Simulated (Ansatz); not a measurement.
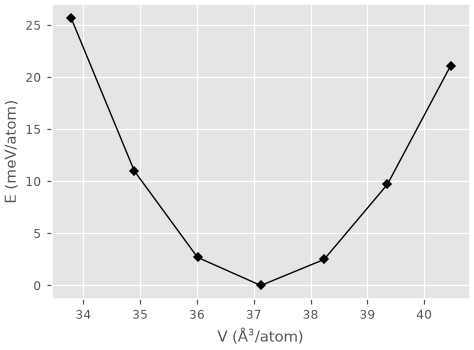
Figure: La (dhcp (α-La type), space group No. 194) under volume change, DFT-PBE in the program Ansatz with PAW potentials, shape and atoms relaxed at each volume.

**Question.** What does a third-order Birch–Murnaghan fit give for V₀, B₀ and B′?

**Answer.** V₀ = 37.12 Å³/atom, B₀ = 24.9 GPa, B′ = 2.4.

Space group P6_3/mmc (dhcp (α-La type)). The cell was relaxed with PBE under the symmetry of its start. Scalar-relativistic: spin–orbit coupling is off unless named, which matters more the heavier the elements.

Potentials: the earlier of the program's two PAW sets.
